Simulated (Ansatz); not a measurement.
## SrZrO3, pressure series

Start from SrZrO3 in the cubic perovskite structure (space group Pm-3m, No. 221; a = 4.130 Å).

Cell and atoms are relaxed at each pressure.

Method: PBEsol (Ansatz, a program for electronic structure, PAW, spin-orbit coupling left out).

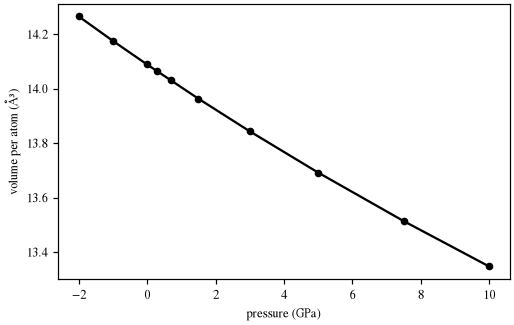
*Volume per atom against pressure*

```tsv
pressure (GPa)	volume per atom
-2	14.26 Å³
-1	14.18 Å³
0.3	14.06 Å³
0.7	14.03 Å³
1.5	13.96 Å³
3	13.84 Å³
5	13.69 Å³
7.5	13.51 Å³
10	13.35 Å³
```

Load acts through the strain it causes; cell and atoms are relaxed under it. No phonon test of stability was made. No other phases were tried under pressure. Many cubic perovskites are stable only at high temperature; tilts and polar distortions were not tested.
